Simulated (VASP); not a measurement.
Band structure of CoGa (CsCl type). All values below come from vdW-DF2, VASP's PBE PAW potentials (set 64) (plane waves; VASP).

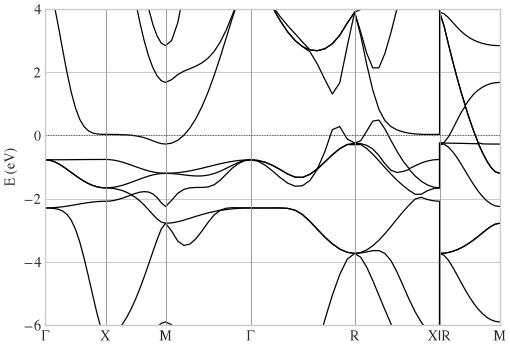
Figure: Bands along high-symmetry lines, zero at the valence-band maximum or, without a gap, the Fermi level

### Question
Read the plot: is there a gap, and where are the band edges?

### Answer
It has no gap at this level: it comes out as a metal or semimetal. (Edges off the drawn lines would not show.)

The compound is CoGa in the CsCl type structure. It was relaxed first, which changed the volume by +8 %. The run is not spin-polarised, so no magnetic state was tried.
